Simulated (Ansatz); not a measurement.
## MoSi2, response to strain

Consider MoSi₂ (space group I4/mmm, No. 139; a = 3.174 Å, c = 7.779 Å; relaxed with 0.1 eV smearing). Axes: x, y, z lie along a, b, c of the conventional cell.

Strains are applied to the cell and any free atomic positions relax; under biaxial strain the out-of-plane vector relaxes too.

Calculations: LDA (Ansatz, a quantum-chemistry and plane-wave program), no spin-orbit coupling.

Notes on the quantities. in-plane stress: mean in-plane stress (compression positive).

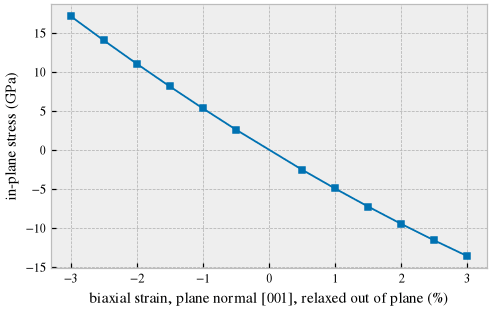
Fig. 1. in-plane stress against biaxial strain, plane normal [001], relaxed out of plane

| biaxial strain, plane normal [001], relaxed out of plane (%) | in-plane stress |
|---|---|
| -3 | +17.1 GPa |
| -2.5 | +14.1 GPa |
| -2 | +11.1 GPa |
| -1.5 | +8.1 GPa |
| -1 | +5.3 GPa |
| -0.5 | +2.6 GPa |
| 0.5 | -2.5 GPa |
| 1 | -4.9 GPa |
| 1.5 | -7.2 GPa |
| 2 | -9.5 GPa |
| 2.5 | -11.6 GPa |
| 3 | -13.6 GPa |

No phonon test of stability was made. The final runs are not spin-polarised.
